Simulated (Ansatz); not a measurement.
# Cl$_{2}$OSW (SMILES [O]=[W](=[S])([Cl])[Cl]): what the fields show

The calculation's input:

```
crystal:
  periodic: [false, false, false]
  atoms:
    - {symbol: Cl, position_ang: [-1.657924, -0.676387, -1.361017]}
    - {symbol: Cl, position_ang: [0.466892, 2.185430, 0.005019]}
    - {symbol: O, position_ang: [-0.476635, -0.435798, 1.630772]}
    - {symbol: S, position_ang: [1.739707, -1.123739, -0.375426]}
    - {symbol: W, position_ang: [-0.022141, -0.023107, 0.059251]}
basis:
  gaussian: {orbitals: def2-TZVPD}
hamiltonian: {xc: pbe0}
output: {forces: true, orbitals: {seedname: orbitals}}
```

Command:

```sh
ansatz run input.yaml --threads 2 --pin off --max-ram 5220MiB --events-out events.jsonl --progress --plain --runs-dir runs
```

Geometry: PBE0-D4/def2-SVP; core potentials replace the inner electrons of W.

Level of theory: Ansatz 0.2.0, isolated molecule in a Gaussian basis; Kohn-Sham density functional theory, functional PBE0.

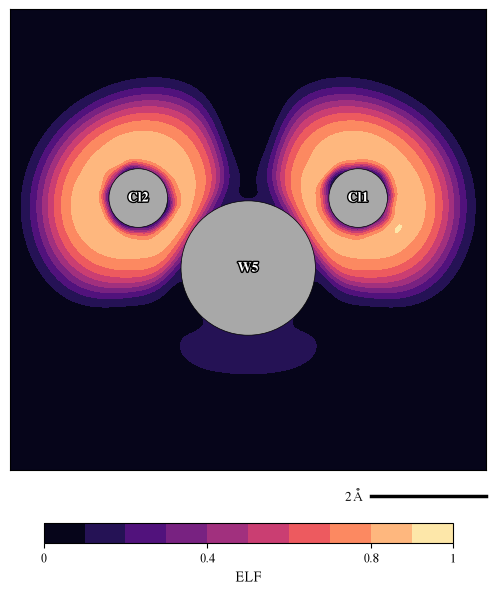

Figure 1. Electron localisation function on the plane of atoms Cl1, W5 and Cl2. Grey discs cover the atomic cores.

### What do the fields say about this system?

The section cuts through Cl and W sites.
W–Cl (2.26 Å): the ELF peaks at about 0.80 in the valence shell of Cl, 0.8 Å from its nucleus, and is about 0.45 at the midpoint.

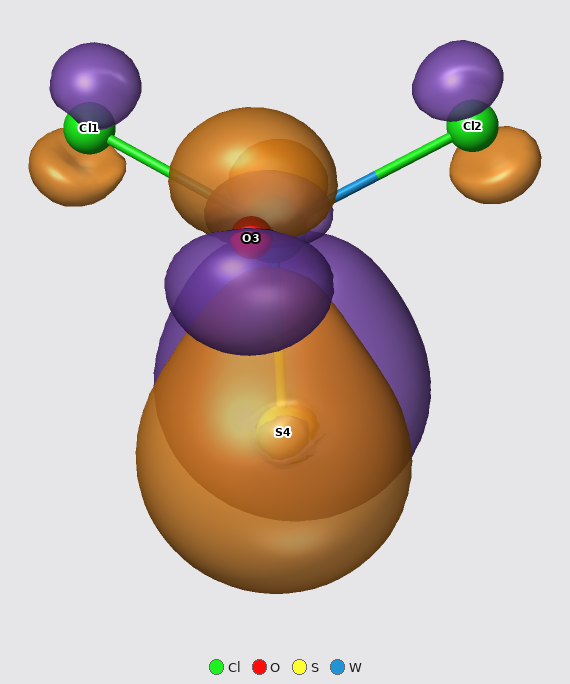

Figure 2. One frontier orbital at ±0.08 Å⁻³ᐟ² (orange and purple are the two phases), seen across its widest extent.

### Which orbital is it: HOMO or LUMO?

The HOMO, at −8.27 eV. Its weight (Hirshfeld) is mainly on S4 (about 70 %), O3 (about 15 %) and W5 (about 10 %); largely a lone pair of S4.
